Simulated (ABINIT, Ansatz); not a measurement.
# A GW chain in ABINIT: AlGaN2 (P-4m2), part 3 of 3

Wanted: ground state, empty states, screening and self-energy for AlGaN2 (P-4m2).

ABINIT 10.8.3; LDA and many-body steps on it, plane waves. Known limits of the many-body steps: not at the basis limit; no spin-orbit coupling; coarse k mesh.

So far. Step 3 (Bands along the symmetry lines): The gap is 2.872 eV, as in the run before at this level. Step 4 (Empty states on the mesh, 4×4×2 mesh, 95 bands): On this mesh the gap is 2.872 eV.

## (5) Screening, 4×4×2 mesh, 87 bands, screening to 176.9 eV

The RPA dielectric matrix is built and inverted for each q.

This step: RPA screening on LDA, plane waves, norm-conserving pseudopotentials.

File run.abi:

```
acell 3*1.0 Angstrom
rprim 
  3.140877048700 0.000000000000 0.000000000000
  0.000000000000 3.140877048700 0.000000000000
  0.000000000000 0.000000000000 4.423837940000
ntypat 3
znucl 13 31 7
natom 4
typat 1 2 3 3
xred 
  0.500000000000 0.500000000000 0.500000000000
  0.000000000000 0.000000000000 0.000000000000
  0.500000000000 0.000000000000 0.738264810000
  0.000000000000 0.500000000000 0.261735190000
pp_dirpath "pseudos"
pseudos "Al.upf, Ga.upf, N.upf"
ecut 45
ngkpt 4 4 2
nshiftk 1
shiftk 0 0 0
kptopt 1
chksymbreak 0
istwfk *1
occopt 1
irdwfk 1
optdriver 3
nband 87
ecuteps 6.5
inclvkb 2
awtr 1
symchi 1
indata_prefix "in"
outdata_prefix "out"
tmpdata_prefix "tmp"
```

The run is started by

```bash
$ OMP_NUM_THREADS=1 mpirun -n 4 abinit run.abi > log
```

Numbers of over 12 decimals in the logs are rounded to 6 here.

Log:

```text
.Version 10.8.3 of ABINIT. v10.8.2 released Aug 2026.

 Symmetries : space group P-4 m 2 (#115); Bravais tP (primitive tetrag.)
[... echo of the input left out ...]
== DATASET  1 ==================================================================
-   mpi_nproc: 4, omp_nthreads: 1 (-1 if OMP is not activated)

--- !DatasetInfo
iteration_state: {dtset: 1, }
dimensions: {natom: 4, nkpt: 12, mband: 87, nsppol: 1, nspinor: 1, nspden: 1, mpw: 4296, }
cutoff_energies: {ecut:  45.0, pawecutdg:  -1.0, }
electrons: {nelect:   3.40000000E+01, charge:   0.00000000E+00, occopt:   1.00000000E+00, tsmear:   1.00000000E-02, }

 SCREENING: Calculation of the susceptibility and dielectric matrices

 Based on a program developped by R.W. Godby, V. Olevano, G. Onida, and L. Reining.
 Incorporated in ABINIT by V. Olevano, G.-M. Rignanese, and M. Torrent.
.Using double precision arithmetic ; gwpc =  8

[... cell and pseudopotentials left out ...]
--------------------------------------------------------------------------------

 ==== K-mesh for the wavefunctions ====
 Number of points in the irreducible wedge :    12
[... list of points left out ...]
 Together with  8 symmetry operations and time-reversal symmetry
 yields    32 points in the full Brillouin Zone.

 ==== Q-mesh for the screening function ====
 Number of points in the irreducible wedge :    12
[... list of points left out ...]
 Together with  8 symmetry operations and time-reversal symmetry
 yields    32 points in the full Brillouin Zone.

 setmesh: FFT mesh size selected  =    25x   25x   36
          total number of points  =        22500

 vcoul_init : cutoff-mode = AUXILIARY_FUNCTION
 q-points for optical limit:   1
     1)      0.000010    0.000020    0.000030

- screening: taking advantage of time-reversal symmetry
- Maximum band index for partially occupied states nbvw = 17
- Remaining bands to be divided among processors   nbcw = 70
- Number of bands treated by each node ~17

 Number of electrons calculated from density =   34.0000; Expected =   34.0000
 average of density, n =  0.115447
 r_s =    1.2740
 omega_plasma =   32.7753 [eV]

 calculating chi0 at frequencies [eV] :
  1    0.000000E+00    0.000000E+00
  2    0.000000E+00    3.277527E+01

--------------------------------------------------------------------------------
  q-point number  1        q = ( 0.000000, 0.000000, 0.000000) [r.l.u.]
--------------------------------------------------------------------------------
[... chi0 elements left out ...]
 For q-point:  0.000010 0.000020 0.000030
  dielectric constant =   5.4370
  dielectric constant without local fields =   5.9230

  Average fulfillment of the sum rule on Im[epsilon] for q-point    1 :     43.52  [%]
[... wings left out ...]
  q-point number  2        q = ( 0.250000, 0.000000, 0.000000) [r.l.u.]
--------------------------------------------------------------------------------
[... chi0 elements left out ...]
  Average fulfillment of the sum rule on Im[epsilon] for q-point    2 :     51.40  [%]

 [... 10 further q-points ...]
```

Wall time 41 s (4 MPI ranks of Arm Neoverse V1, shared host); peak memory 0.96 GiB.

This step gave:

| Property | Result |
| --- | --- |
| ε∞ with local fields, on this mesh, along the program's q direction | 5.437 |
| the same without local fields | 5.923 |
| plasma frequency | 32.78 eV |
| plane waves in the screening matrix | 229 |

Local fields lower ε∞ by 8 %. On a Γ-centred mesh this coarse the value itself is usually too large, while a short band sum pulls it down.

## (6) Self-energy, 4×4×2 mesh, 87 bands, screening to 176.9 eV

The self-energy is evaluated for the states that the input lists, and the levels follow from it, in one-shot runs by the linearised quasiparticle equation.

This step: G0W0 on LDA, plane waves, norm-conserving pseudopotentials.

run.abi: that of step 5 with these lines changed.

```diff
@@ -25,8 +25,15 @@
 irdwfk 1
-optdriver 3
+optdriver 4
 nband 87
+gwcalctyp 0
+ecutsigx 45
+symsigma 1
+nkptgw 1
+kptgw 
+  0.0000000000 0.0000000000 0.0000000000
+bdgw 
+  16 19
 ecuteps 6.5
-inclvkb 2
-awtr 1
-symchi 1
+irdscr 1
+ppmodel 1
 indata_prefix "in"
```

Log:

```text
.Version 10.8.3 of ABINIT. v10.8.2 released Aug 2026.

 Symmetries : space group P-4 m 2 (#115); Bravais tP (primitive tetrag.)
[... echo of the input left out ...]
== DATASET  1 ==================================================================
-   mpi_nproc: 4, omp_nthreads: 1 (-1 if OMP is not activated)

--- !DatasetInfo
iteration_state: {dtset: 1, }
dimensions: {natom: 4, nkpt: 12, mband: 87, nsppol: 1, nspinor: 1, nspden: 1, mpw: 4296, }
cutoff_energies: {ecut:  45.0, pawecutdg:  -1.0, }
electrons: {nelect:   3.40000000E+01, charge:   0.00000000E+00, occopt:   1.00000000E+00, tsmear:   1.00000000E-02, }

 SIGMA: Calculation of the GW corrections

 Based on a program developped by R.W. Godby, V. Olevano, G. Onida, and L. Reining.
 Incorporated in ABINIT by V. Olevano, G.-M. Rignanese, and M. Torrent.
.Using double precision arithmetic ; gwpc =  8

[... cell and pseudopotentials left out ...]
--------------------------------------------------------------------------------

 ==== K-mesh for the wavefunctions ====
 Number of points in the irreducible wedge :    12
[... list of points left out ...]
 Together with  8 symmetry operations and time-reversal symmetry
 yields    32 points in the full Brillouin Zone.

 ==== Q-mesh for screening function ====
 Number of points in the irreducible wedge :    12
[... list of points left out ...]
 Together with  8 symmetry operations and time-reversal symmetry
 yields    32 points in the full Brillouin Zone.

 vcoul_init : cutoff-mode = AUXILIARY_FUNCTION
 q-points for optical limit:   1
     1)      0.000010    0.000020    0.000030
 setmesh: FFT mesh size selected  =    36x   36x   54
          total number of points  =        69984

 Number of electrons calculated from density =   34.0000; Expected =   34.0000
 average of density, n =  0.115447
 r_s =    1.2740
 omega_plasma =   32.7753 [eV]

 === KS Band Gaps ===
  >>>> For spin  1
   Minimum direct gap =   2.8720 [eV], located at k-point      :   0.0000  0.0000  0.0000
   Fundamental gap    =   2.8720 [eV], Top of valence bands at :   0.0000  0.0000  0.0000
                                       Bottom of conduction at :   0.0000  0.0000  0.0000
 SIGMA fundamental parameters:
 PLASMON POLE MODEL  1
 number of plane-waves for SigmaX                 4201
 number of plane-waves for SigmaC and W            229
 number of plane-waves for wavefunctions          4201
 number of bands                                    87
 number of independent spin polarizations            1
 number of spinorial components                      1
 number of k-points in IBZ                          12
 number of q-points in IBZ                          12
 number of symmetry operations                       8
 number of k-points in BZ                           32
 number of q-points in BZ                           32
 number of frequencies for dSigma/dE                 9
 frequency step for dSigma/dE [eV]                0.25
 number of omega for Sigma on real axis              0
 max omega for Sigma on real axis  [eV]           0.00
 zcut for avoiding poles [eV]                     0.10

 EPSILON^-1 parameters (SCR file):
 dimension of the eps^-1 matrix on file            229
 dimension of the eps^-1 matrix used               229
 number of plane-waves for wavefunctions          4201
 number of bands                                    87
 number of q-points in IBZ                          12
 number of frequencies                               2
 number of real frequencies                          1
 number of imag frequencies                          1

 matrix elements of self-energy operator (all in [eV])

 Perturbative Calculation

--- !SelfEnergy_ee
iteration_state: {dtset: 1, }
kpoint     : [   0.000,    0.000,    0.000, ]
spin       : 1
KS_gap     :    2.872
QP_gap     :    4.176
Delta_QP_KS:    1.304
data: !SigmaeeData |
     Band     E0 <VxcDFT>   SigX SigC(E0)      Z dSigC/dE  Sig(E)    E-E0       E
       16   6.057 -17.927 -21.690   3.300   0.793  -0.261 -18.294  -0.367   5.689
       17   6.057 -17.927 -21.690   3.300   0.793  -0.261 -18.294  -0.367   5.689
       18   8.929 -13.963  -9.273  -3.543   0.817  -0.224 -13.026   0.936   9.865
       19   9.588 -11.842  -7.310  -3.640   0.834  -0.199 -11.098   0.744  10.332

== END DATASET(S) ==============================================================
================================================================================

 -outvars: echo values of variables after computation  --------
           etotal      0.0000000000E+00
            nband          87
             nkpt          12
          spgroup         115
 [... the other variables as echoed above ...]

 Calculation completed.
```

The job ended after 6.5 s (4 MPI ranks; peak memory 0.82 GiB; 26 s of CPU time).

This step gave:

```
G0W0 gap on the points computed              : 4.176 eV
starting gap on the mesh                     : 2.872 eV
k of the valence top                         : 0, 0, 0
k of the conduction bottom                   : 0, 0, 0
Z at the valence top                         : 0.793
Z at the conduction bottom                   : 0.817
least direct G0W0 gap on the computed points : 4.176 eV
```

The gap on the mesh goes from 2.87 eV to 4.18 eV, a correction of +1.30 eV.

Limits: finite bands, cutoff and mesh; no spin-orbit coupling; coarse k mesh. v1 is the top filled band, c1 the lowest empty one. Levels before and after the correction, in eV, zero at the valence-band top of each column:

```tsv
	conduction bottom	valence top
Kohn-Sham	2.87	0.00
G0W0	4.18	0.00
```

```tsv
	level	energy (eV)
Kohn-Sham	Γ v2-v1	0.000
Kohn-Sham	Γ c1	2.872
Kohn-Sham	Γ c2	3.531
G0W0	Γ v2-v1	0.000
G0W0	Γ c1	4.176
G0W0	Γ c2	4.643
```

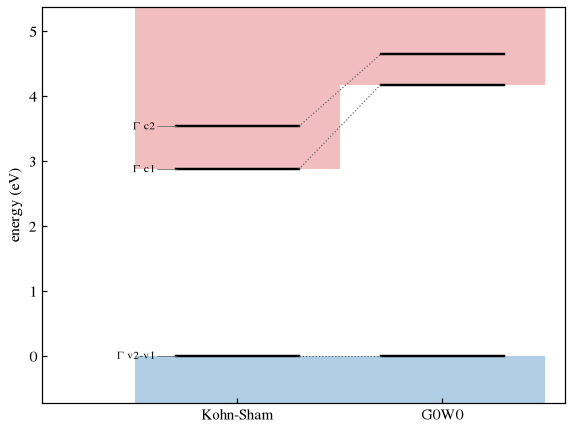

Levels before and after the correction. Shaded: valence and conduction bands.

## (7) Where the time went

Times are wall times on 4 MPI ranks of Arm Neoverse V1, shared host, good to a factor of about two.

```tsv
step	time	share	memory (GiB)
ground state	43 s	25 %	0.34
bands along the symmetry lines	45 s	26 %	0.37
empty states on the mesh	37 s	21 %	0.34
screening	41 s	24 %	0.96
self-energy	6.5 s	4 %	0.82
```

## (8) Summary of results

```yaml
lda_gap: 2.87 eV, direct
g0w0_gap_on_the_mesh: 4.18 eV
gw_settings: 4×4×2 mesh, 87 bands, screening to 176.9 eV, Godby-Needs plasmon pole
known_limits: not at the basis limit; no spin-orbit coupling; coarse k mesh
```

**Reading.** G0W0 moves the gap on the mesh from 2.87 eV to 4.18 eV (+1.30 eV), with Z of 0.79 and 0.82 at the edges. Local fields lower the RPA ε∞ on this mesh from 5.92 to 5.44; a Γ-centred mesh this coarse tends to raise both, most where the direct gap is narrow, while a short band sum lowers them. Only 1 of the mesh's irreducible points was corrected, so a valley elsewhere could overtake. Bands and cutoff are finite, so the gap is not at the basis limit. The miss can reach some tenths of an eV and take either sign; the mesh is an error of its own. In the G0W0 run levels were corrected at 1 k point alone, so a gap called «on the mesh» is the least over those, and an edge elsewhere would be missed. The 4×4×2 mesh is coarse for this cell, which bears on the long-range parts of exchange and screening. The many-body steps are scalar-relativistic: spin-orbit coupling is not in them.

[Paths, hosts, dates, memory and timing lines, banners, echoed tables and standing remarks are left out of the program output.]

[Logs are printed without paths, hosts, clocks, repeated set-up lines and the standing remarks that a program may print on its own settings, such as how far it seeks lower states.]

[Runs of the session that timed out or met a known fault of the program may be left out.]

[Hosts, paths, dates, database ids (printed as entryN), source tags and the programs' standing remarks are cut or masked in the printed files.]

[G0W0 gaps are taken among the corrected bands and points alone; a level outside them can change the order at an edge.]

[Where Ansatz stands beside ABINIT at settings called matched, ABINIT's density can come from a denser mesh and the files from another edition; pairs whose starting gaps differed by over 0.03 eV were left out, so agreement reads better than it is.]
